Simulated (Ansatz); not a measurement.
The calculation's input:

```
crystal:
  periodic: [false, false, false]
  atoms:
    - {symbol: Si, position_ang: [0.418448, 0.072483, 0.951525]}
    - {symbol: N, position_ang: [-0.803393, 0.078622, -0.259115]}
    - {symbol: H, position_ang: [0.918702, -1.319890, 1.087796]}
    - {symbol: H, position_ang: [1.601928, 0.946328, 0.690485]}
    - {symbol: H, position_ang: [-0.196874, 0.531050, 2.223770]}
    - {symbol: H, position_ang: [-1.382818, 0.894039, -0.377540]}
    - {symbol: H, position_ang: [-0.627419, -0.364061, -1.146643]}
basis:
  gaussian: {orbitals: "def2-TZVPPD.json"}
hamiltonian: {xc: pbe0, dispersion: d4}
output: {orbitals: {seedname: orbitals}}
```

Launched as:

```sh
ansatz run in.yaml --threads 4 --pin off --events-out ev --progress --plain --max-ram 9574MiB
```

Geometry: PBE0-D4/def2-TZVPD.

Computed with RKS PBE0-D4/def2-TZVPPD (Ansatz 0.2.0).

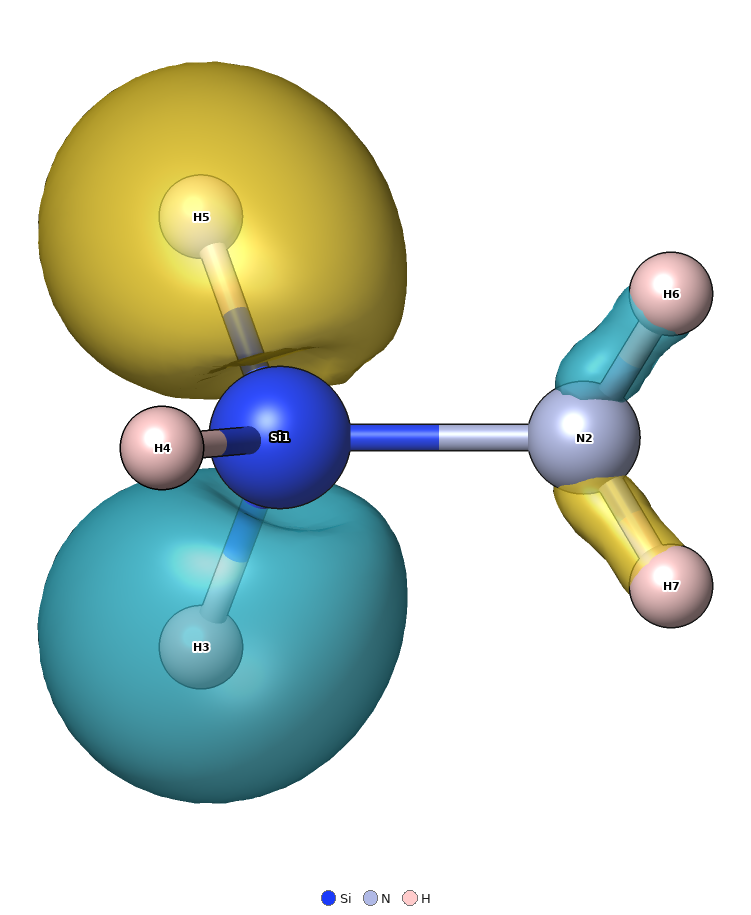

H5NSi. The HOMO−1 at ±0.15 Å⁻³ᐟ² (yellow and cyan are the two phases), seen across its widest extent.

Describe this orbital and give its energy.

By Hirshfeld shares it lies mainly on Si1 (about 40 %), H3 (about 25 %) and H5 (about 25 %). Its energy is −9.49 eV.
